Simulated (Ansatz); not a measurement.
A series of calculations on BHF3

## 1. Relaxation

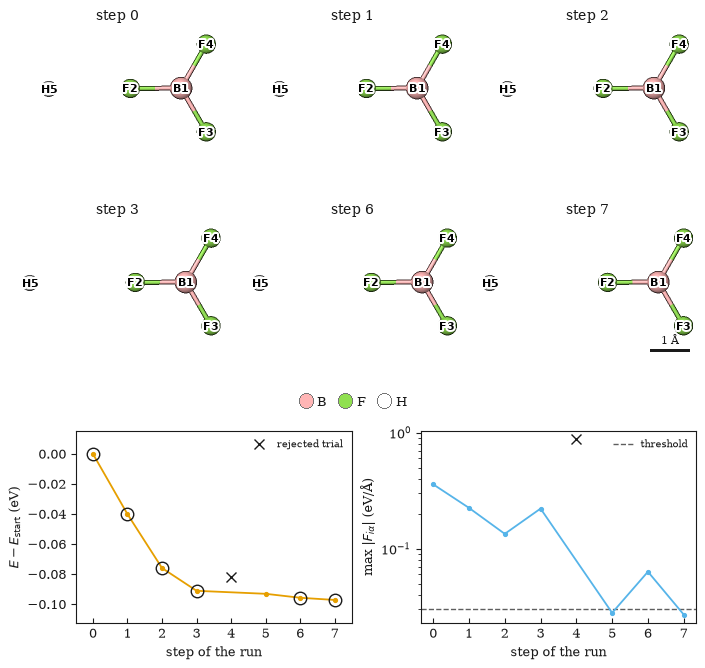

Frames of a relaxation of BHF3 (multiplicity 2), marked on the history of the run. Style: ball-and-stick. Shown face on.

The run prepares an end point of a later path (reaction) calculation, from a guessed geometry.

The calculation used UKS PBE/def2-SVP in Ansatz 0.2.0. Settings: collinear spin; force threshold 0.03 eV/Å; at most 50 steps.

Q: What happens along the run?

A: The atom that moves furthest after the best rigid fit is H5 (0.76 Å). Largest moves by element: H 0.76 Å, F 0.19 Å, B 0.19 Å. After 6 accepted moves (7 points after the start) the energy has fallen by 0.097 eV. The largest force component goes from 0.36 to 0.027 eV/Å. The line search rejected the trial step at point 4 of the run. The forces were under the threshold at step 5, but the run went on from there. The run took 33 s on 1 thread of Intel(R) Xeon(R) Processor @ 2.50GHz (Skylake/Cascade Lake) (shared host), peak memory 0.13 GiB. From step 0 to 1: H5 moves most (0.11 Å), energy −0.040 eV. From step 1 to 2: H5 moves most (0.19 Å), energy −0.036 eV. From step 2 to 3: H5 moves most (0.20 Å), energy −0.015 eV. From step 3 to 6: H5 moves most (0.13 Å), energy −0.005 eV. From step 6 to 7: H5 moves most (0.13 Å), energy −0.001 eV.

```csv
step,"E − E(0), eV","largest force component, eV/Å",note
0,0.0000,0.3592,
1,-0.0401,0.2251,
2,-0.0759,0.1344,
3,-0.0911,0.2218,
4,-0.0819,0.8777,rejected
5,-0.0930,0.0280,
6,-0.0957,0.0634,
7,-0.0971,0.0271,
```

## 2. Relaxation

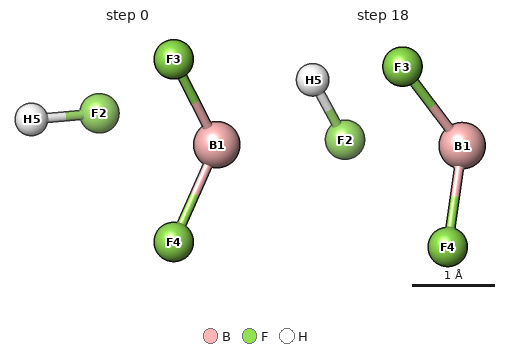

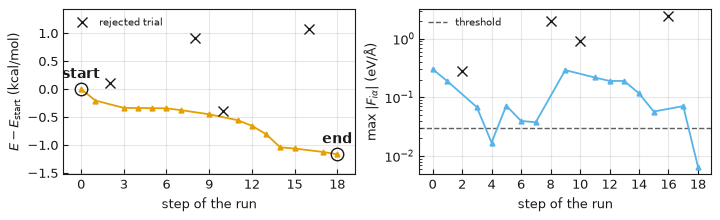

First and last geometry of a relaxation of BHF₃ (multiplicity 2), with the history of the run. The picture is a ball-and-stick view, seen from a free direction.

The run prepares an end point of a later path (reaction) calculation, from a guessed geometry.

Method: UKS PBE/def2-SVP in Ansatz. Set-up: collinear spin; force threshold 0.03 eV/Å; at most 50 steps.

What do the curves and the structures tell?

It converged. The largest move after the best rigid fit is that of H5, 0.60 Å. Largest moves by element: H 0.60 Å, F 0.39 Å, B 0.19 Å. Among the contacts that change: B1–F3 1.322 → 1.341 Å, F2–H5 0.931 → 0.940 Å. Over 14 accepted moves (18 points after the start) the energy falls by 1.16 kcal/mol. Largest force component: 0.3 eV/Å at the start, 0.0066 eV/Å at the end. The line search rejected the trial steps at points 2, 8, 10, 16 of the run. The forces were under the threshold at step 4, but the run went on from there. Cost: 70 s on 1 thread of Intel(R) Xeon(R) Processor @ 2.50GHz (Skylake/Cascade Lake), with other jobs on the host, peak memory 0.13 GiB.

Limits of the set-up: the start holds two separate molecules, 2.5 Å apart at their closest, whose relative position is a soft coordinate and is computed without a dispersion correction.

## 3. Path

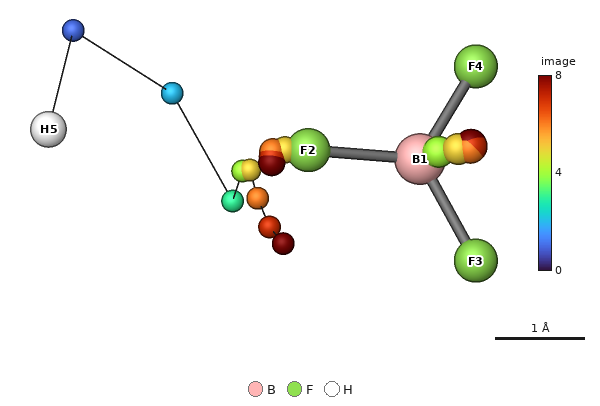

A search for the minimum-energy path of BHF$_{3}$ (multiplicity 2), made up at the start of BF₃ and H by the nudged elastic band. Images are numbered from 0 (start) to 8 (end). The start is drawn whole; smaller spheres mark the moving atoms (B, F, H) in the later images, joined by lines and coloured by the number of the image. Style: ball-and-stick. Shown at a tilt.

Computed with UKS PBE/def2-SVP (Ansatz).

Input
```yaml
crystal:
  periodic: [false, false, false]
  atoms:
    - { symbol: B, position_ang: [0.0, 0.0, -0.273209] }
    - { symbol: F, position_ang: [0.0, 0.0, 1.050851] }
    - { symbol: F, position_ang: [1.145907, 0.0, -0.934758] }
    - { symbol: F, position_ang: [-1.145906, 0.0, -0.934758] }
    - { symbol: H, position_ang: [0.0, 0.0, 4.131873] }
magnetization:
  spin_polarized: true
  initial_magnetization: 1
basis:
  gaussian: { orbitals: def2-SVP }
hamiltonian:
  xc: pbe
neb:
  order_check: false
  images: 7
  f_tol: 0.03
  max_iterations: 60
  final_atoms:
    - { symbol: B, position_ang: [0.0020188, 0.41007401, -0.2497043] }
    - { symbol: F, position_ang: [-0.48745926, 0.2300316, 1.96259289] }
    - { symbol: F, position_ang: [1.13808351, -0.24820645, 0.02131399] }
    - { symbol: F, position_ang: [-1.02118675, -0.24820666, -0.7647113] }
    - { symbol: H, position_ang: [0.3685447, -0.1436925, 2.07050772] }
  initial_path:
    images:
      - { positions_ang: [[0.0, 0.0, -0.273209], [0.0, 0.0, 1.050851], [1.145907, 0.0, -0.934758], [-1.145906, 0.0, -0.934758], [0.0, 0.0, 4.131873]] }
      - { positions_ang: [[6.0e-08, 0.0, -0.2049068], [3.0e-08, 0.0, 1.1806382], [1.14520533, 0.0, -0.86606853], [-1.14520442, 0.0, -0.86606857], [0.0, 0.0, 3.7964047]] }
      - { positions_ang: [[1.3e-07, 0.0, -0.1366046], [6.0e-08, 0.0, 1.3104254], [1.14450365, 0.0, -0.79737905], [-1.14450285, 0.0, -0.79737915], [1.0e-08, 0.0, 3.4609364]] }
      - { positions_ang: [[1.9e-07, 0.0, -0.0683024], [9.0e-08, 0.0, 1.4402126], [1.14380198, 0.0, -0.72868958], [-1.14380127, 0.0, -0.72868972], [1.0e-08, 0.0, 3.1254681]] }
      - { positions_ang: [[2.5e-07, 0.0, -2.0e-07], [1.2e-07, 0.0, 1.5699998], [1.14310031, 0.0, -0.6600001], [-1.14309969, 0.0, -0.6600003], [2.0e-08, 0.0, 2.7899998]] }
      - { positions_ang: [[0.00050489, 0.1025185, -0.06242623], [-0.12186472, 0.0575079, 1.66814807], [1.14184611, -0.06205161, -0.48967158], [-1.11262146, -0.06205167, -0.68617805], [0.09213619, -0.03592312, 2.61012678]] }
      - { positions_ang: [[0.00100953, 0.205037, -0.12485225], [-0.24372957, 0.1150158, 1.76629635], [1.14059191, -0.12410322, -0.31934306], [-1.08214322, -0.12410333, -0.7123558], [0.18427236, -0.07184625, 2.43025376]] }
      - { positions_ang: [[0.00151416, 0.3075555, -0.18727828], [-0.36559441, 0.1725237, 1.86444462], [1.13933771, -0.18615483, -0.14901453], [-1.05166499, -0.186155, -0.73853355], [0.27640853, -0.10776937, 2.25038074]] }
      - { positions_ang: [[0.0020188, 0.41007401, -0.2497043], [-0.48745926, 0.2300316, 1.96259289], [1.13808351, -0.24820645, 0.02131399], [-1.02118675, -0.24820666, -0.7647113], [0.3685447, -0.1436925, 2.07050772]] }
```

Launched with:
```bash
ansatz run input.yaml --threads 1 --pin off --max-ram 2048MiB --backend cpu --events-out ev --progress --plain --runs-dir out
```

### Describe the path and its energy.

Breaking: B1–F2 (1.32 → 1.57 at the top → 2.27 Å). Forming: F2–H5 (3.08 → 1.10 at the top → 0.94 Å). The highest point, image 4, lies 185.3 kJ/mol above the start and 43.2 kJ/mol above the end; the end is at +142.1 kJ/mol relative to the start. The band is converged.

Limits of the set-up: the start holds two separate molecules, 3.1 Å apart at their closest, whose relative position is a soft coordinate and is computed without a dispersion correction.

The run took 8.9 min on 1 thread of Intel(R) Xeon(R) Processor @ 2.50GHz (Skylake/Cascade Lake), on a shared host, peak memory 0.13 GiB.
